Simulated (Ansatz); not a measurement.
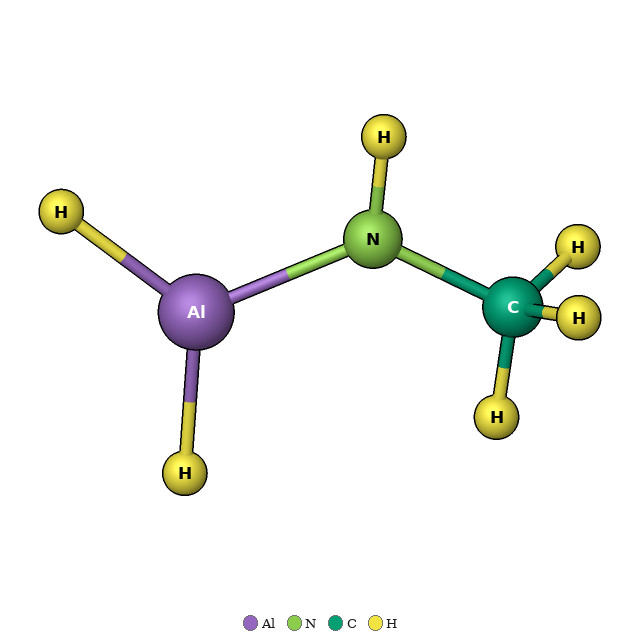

Sticks follow a distance rule. Harmonic vibrations computed with RKS PBE0-D4/def2-TZVP (Ansatz 0.2.0) at a stationary point of the same level.

**How many imaginary frequencies does it have?**

A minimum: no imaginary frequency, and the lowest mode lies at 178 cm⁻¹.

**How many vibrational modes are there, and where do they lie?**

21 modes: 178, 217, 268, 537, 567, 594, 711, 783, 1083, 1141, 1157, 1398, 1457, 1486, 1514, 1930, 1937, 3008, 3054, 3105, 3599 cm⁻¹.
